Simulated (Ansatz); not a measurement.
## Electronic structure of CH5ClGe···H2 in real space

```xyz
10

Ge   -1.1065    0.2205   -0.1634
H     2.4257    0.6491   -1.6164
H    -0.9186   -0.0007   -1.6713
H    -2.5928    0.1580    0.2197
C     0.0005   -0.9500    0.9163
H     2.0319    1.1870   -1.2784
Cl   -0.4757    2.2562    0.2268
H    -0.2885   -1.9902    0.7539
H    -0.1238   -0.7064    1.9714
H     1.0477   -0.8236    0.6417
```

The product side of a reaction path; geometry: PBE0-D4/def2-TZVP.

These are results of RKS PBE0-D4/def2-TZVPP in Ansatz, not measurements.

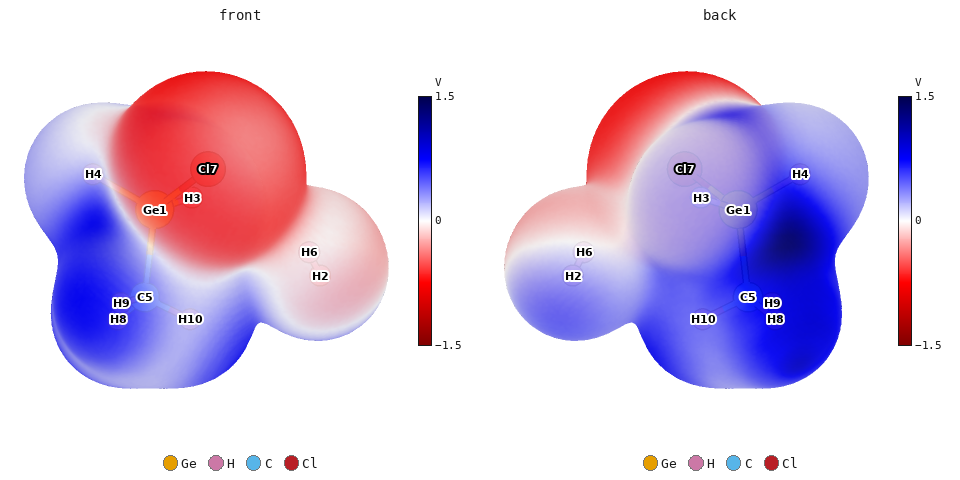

Figure 1. The electrostatic potential painted on the density surface at 0.001 e/bohr³, seen from the front and from behind; red is negative and blue positive.

Where is the surface potential most negative and most positive?

The most negative region (about −0.7 V) lies over Cl7, the most positive (about +1.3 V) over Ge1.

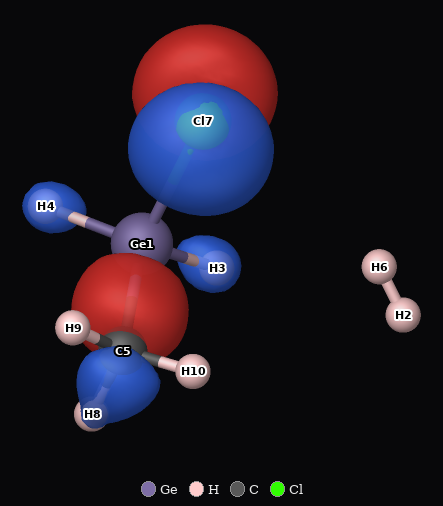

Figure 2. The HOMO at ±0.15 Å⁻³ᐟ² (red and blue are the two phases), seen at a tilt.

Describe this orbital and give its energy.

It lies mainly on Cl7 (about 65 %), C5 (about 15 %) and Ge1 (about 10 %). Its energy is −8.52 eV.

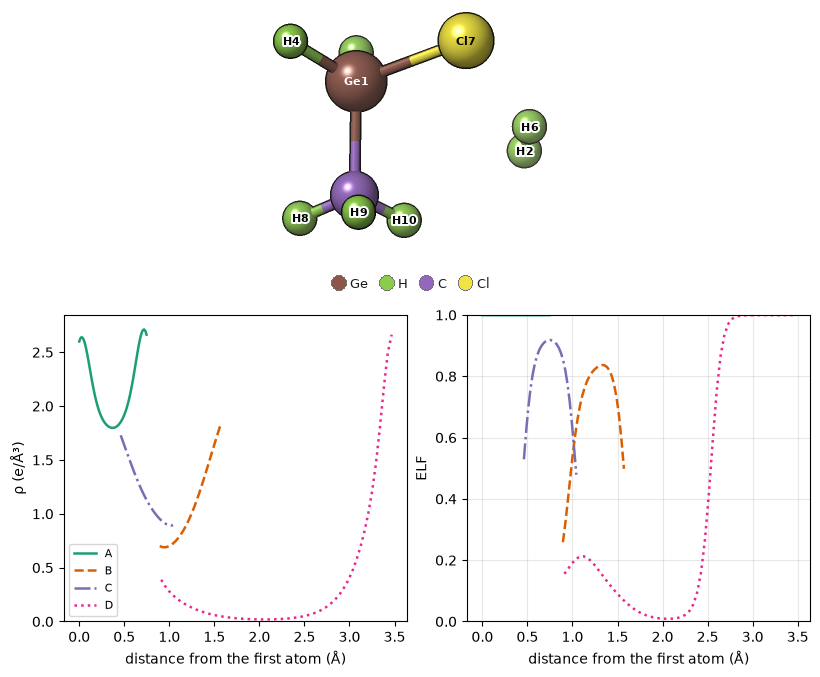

Figure 3. Electron density and ELF along straight lines between neighbouring atoms. The curves leave out the atomic cores. The structure is drawn too.

Which curve belongs to which contact (C–Ge, Ge–Cl, Ge–H and H–H)? The first atom named is at distance zero.

Curve A: H–H (0.75 Å): ρ at the midpoint is about 1.8 e/Å³; the ELF is about 1 at the midpoint. Curve B: Ge–Cl (2.17 Å): ρ at the midpoint is about 0.76 e/Å³; the ELF peaks at about 0.85 in the valence shell of Cl, 0.8 Å from its nucleus, and is about 0.70 at the midpoint. Curve C: C–Ge (1.94 Å): ρ is about 0.9 e/Å³ halfway; the ELF peaks at about 0.90 between the atoms, as expected for a covalent bond. Curve D: Ge1···H6 (3.47 Å): the density falls to about 0.02 e/Å³ on the way; the ELF dips to about 0 between them: a non-bonded, intermolecular contact.

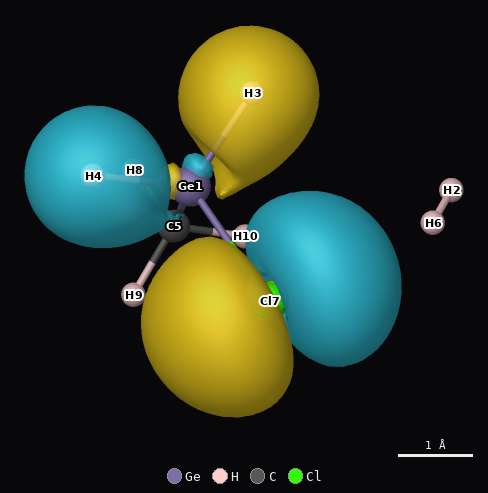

Figure 4. The HOMO−1 at ±0.08 Å⁻³ᐟ² (yellow and cyan are the two phases), seen from one side.

Describe this orbital and give its energy.

It lies mainly on Cl7 (about 70 %), Ge1 (about 15 %), H4 (about 10 %) and H3 (about 10 %); largely a lone pair of Cl7. Its energy is −8.58 eV.
